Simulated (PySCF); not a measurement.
Consider C$_{4}$H$_{7}$NO (SMILES O=C1CCCN1).

```xyz
13

O    -1.7674    2.0523    0.3635
C    -1.0673    1.0938    0.2564
C    -1.4680   -0.3116    0.5374
C    -0.3400   -1.1397   -0.2078
C     0.8504   -0.2414    0.0491
N     0.2736    1.0600    0.0962
H    -1.3209   -0.6484    1.5104
H    -2.4779   -0.5910    0.1203
H    -0.1656   -2.1593    0.0681
H    -0.5761   -1.2430   -1.2935
H     1.6106   -0.3435   -0.6816
H     1.2663   -0.5070    1.0728
H     0.6986    1.8289   -0.3305
```

Geometry: GFN2-xTB, MD frame at 250 fs, 300 K.

Method: PySCF, PBE0/pcSseg-1, SCF density, gas phase, non-relativistic.

Q: What can the converged electron density and electron localisation function tell about the bonding?

A: C–O (1.19 Å): ρ at the midpoint is about 3.4 e/Å³; the ELF peaks at about 0.85 between the atoms; a multiple bond.
C–N (1.35 Å): ρ is about 2.4 e/Å³ halfway; the ELF peaks at about 0.90 between the atoms, as expected for a covalent bond.
C–C (1.49 Å): the density is about 1.8 e/Å³ at the midpoint; the ELF peaks at about 0.95 between the atoms (localised, covalent bonding).
N–H (0.98 Å): ρ at the midpoint is about 3.1 e/Å³; the ELF climbs to about 1 towards the hydrogen, as it does in any bond to H: an ordinary covalent bond to hydrogen.

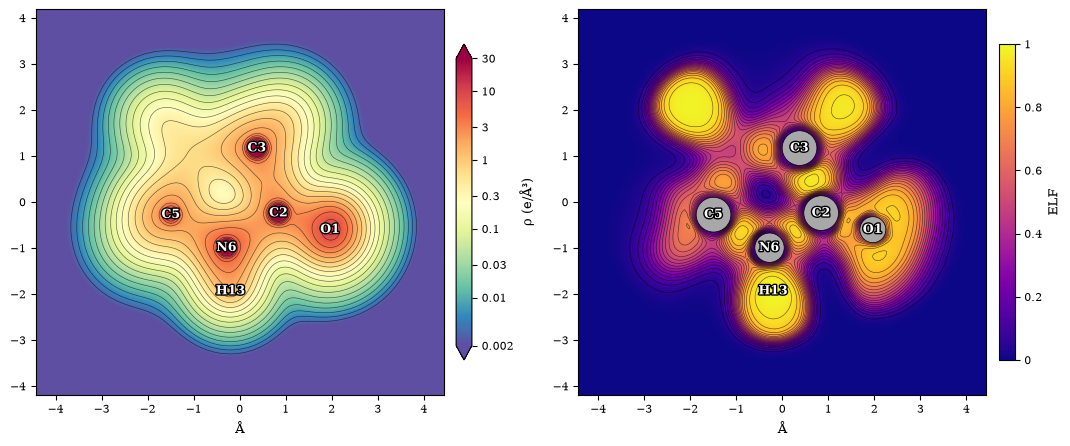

Computed electron density and electron localisation function on the plane of atoms C3, C2 and N6, in this order. Grey discs cover the atomic cores in the ELF map. 
